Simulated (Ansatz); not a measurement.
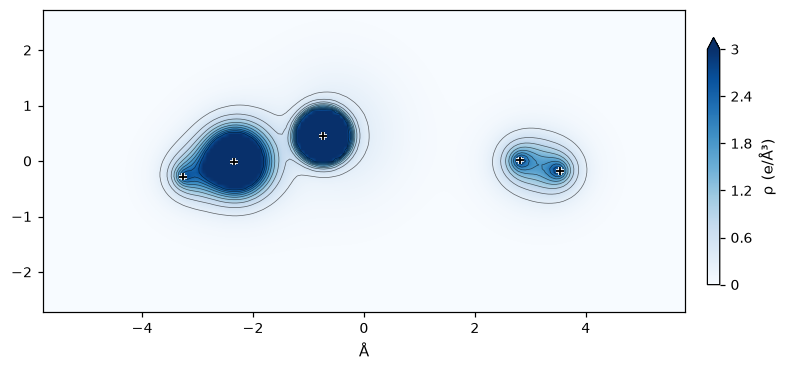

The total electron density on a plane through atoms (crosses mark nuclei in the plane).

All numbers below come from RKS PBE0-D4/def2-TZVPP (Ansatz 0.2.0).

Candidates:
A. BH₅OSi···H₂
B. AlHO···H₂
C. AlH₅S

Which system is this?

Answer. Candidate B: AlHO···H₂ on the molecular plane, which holds Al, H and O. Al1···H2 (3.57 Å): the density falls to about 0.02 e/Å³ on the way; a non-bonded, intermolecular contact. Al–O (1.67 Å): ρ at the midpoint is about 0.85 e/Å³.
